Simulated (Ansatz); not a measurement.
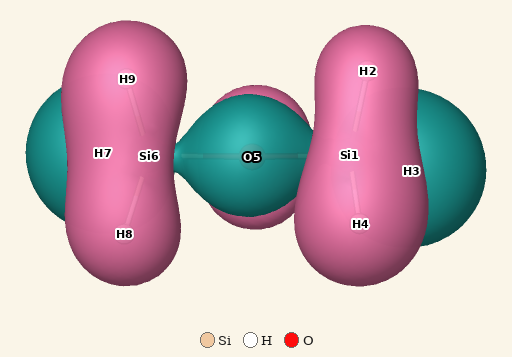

The picture shows: H6OSi2. The HOMO−1 at ±0.06 Å⁻³ᐟ² (teal and pink are the two phases), seen across its widest extent.

Geometry: r2SCAN-D4/def2-TZVP.

The calculation used RKS PBE0-D4/def2-TZVP (Ansatz 0.2.0).

Input

```
crystal:
  periodic: [false, false, false]
  atoms:
    - {symbol: Si, position_ang: [-0.928788, -1.092274, 0.634083]}
    - {symbol: H, position_ang: [-1.030215, -0.648281, 2.047643]}
    - {symbol: H, position_ang: [-0.712513, -2.556922, 0.587646]}
    - {symbol: H, position_ang: [-2.192487, -0.752883, -0.069623]}
    - {symbol: O, position_ang: [0.341389, -0.363755, -0.095451]}
    - {symbol: Si, position_ang: [0.980893, 1.036783, -0.648461]}
    - {symbol: H, position_ang: [2.351475, 0.759168, -1.136843]}
    - {symbol: H, position_ang: [0.154838, 1.573082, -1.760200]}
    - {symbol: H, position_ang: [1.035397, 2.045092, 0.441196]}
basis:
  gaussian: {orbitals: def2-TZVP, initial_orbitals: start.molden}
hamiltonian: {xc: pbe0, dispersion: d4}
scf: {omitted_lower_state_checks: [starts]}
output: {orbitals: {seedname: orbitals}}
```

Launched as:

```sh
ansatz run in.yaml --threads 4 --pin off --events-out ev --progress --plain --max-ram 3916MiB
```

> What is the character of this orbital?

It lies mainly on O5 (about 30 %), Si1 (about 15 %), Si6 (about 15 %), H3 (about 10 %), H7 (about 10 %) and H4 (about 5 %). Its energy is −8.86 eV.
